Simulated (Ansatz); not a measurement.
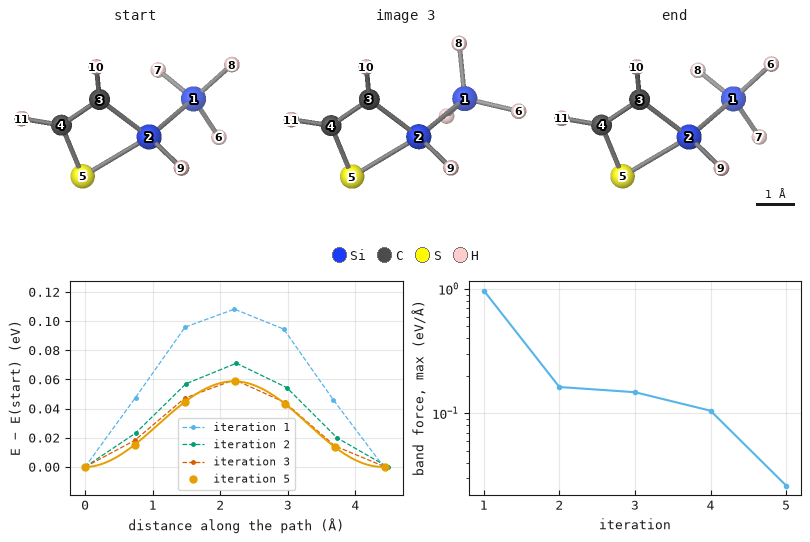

NEB run on C2H6SSi2. Images are numbered from 0 (start) to 6 (end). The plot follows the band through its iterations. The picture is a ball-and-stick view, seen at a tilt.

Level of theory: RKS PBE0-D4/def2-mTZVP (Ansatz).

Input file:
```yaml
crystal:
  periodic: [false, false, false]
  atoms:
    - { symbol: Si, position_ang: [-1.951856, 0.026315, 0.608746] }
    - { symbol: Si, position_ang: [0.333148, 0.504922, 0.564875] }
    - { symbol: C, position_ang: [1.447383, -0.782791, -0.162678] }
    - { symbol: C, position_ang: [1.720193, -0.099992, -1.283687] }
    - { symbol: S, position_ang: [0.936438, 1.512442, -1.291189] }
    - { symbol: H, position_ang: [-2.737586, 1.27972, 0.776839] }
    - { symbol: H, position_ang: [-2.330637, -0.630815, -0.669547] }
    - { symbol: H, position_ang: [-2.265718, -0.887828, 1.742862] }
    - { symbol: H, position_ang: [0.794202, 1.203771, 1.795951] }
    - { symbol: H, position_ang: [1.795894, -1.779413, 0.0736] }
    - { symbol: H, position_ang: [2.32394, -0.403231, -2.135074] }
basis:
  gaussian: { orbitals: def2-mTZVP }
hamiltonian:
  xc: pbe0
  dispersion: d4
neb:
  order_check: false
  images: 5
  f_tol: 0.03
  max_iterations: 60
  initial_path: idpp
  final_atoms:
    - { symbol: Si, position_ang: [-1.95727659, 0.03700648, 0.58413254] }
    - { symbol: Si, position_ang: [0.27400323, 0.69123165, 0.36688287] }
    - { symbol: C, position_ang: [1.51503255, -0.65390821, 0.08440132] }
    - { symbol: C, position_ang: [1.74612376, -0.34926588, -1.20050722] }
    - { symbol: S, position_ang: [0.82141221, 1.09591051, -1.72103348] }
    - { symbol: H, position_ang: [-2.20232654, -0.50498955, 1.95025737] }
    - { symbol: H, position_ang: [-2.86348585, 1.19715444, 0.36395354] }
    - { symbol: H, position_ang: [-2.24770152, -1.01846519, -0.42125719] }
    - { symbol: H, position_ang: [0.64472393, 1.78884026, 1.30190649] }
    - { symbol: H, position_ang: [1.94586215, -1.48436148, 0.62742579] }
    - { symbol: H, position_ang: [2.38903367, -0.85605303, -1.91546403] }
```

Run as
```bash
ansatz run input.yaml --threads 2 --pin off --max-ram 3072MiB --backend cpu --events-out ev --progress --plain --runs-dir out
```

> Did the band converge, and can the barrier be trusted?

The result is final at these settings. The band converged in 5 iterations. The largest component of the band force went from 0.97 to 0.026 eV/Å. The climbing image converged on the top of the path. Its vibrational analysis gives one imaginary mode (116i cm⁻¹), as a transition state must have. The first iteration put the highest image at 0.108 eV. The barrier is about 0.059 eV in both directions, with image 3 at the top; the ends have the same energy.
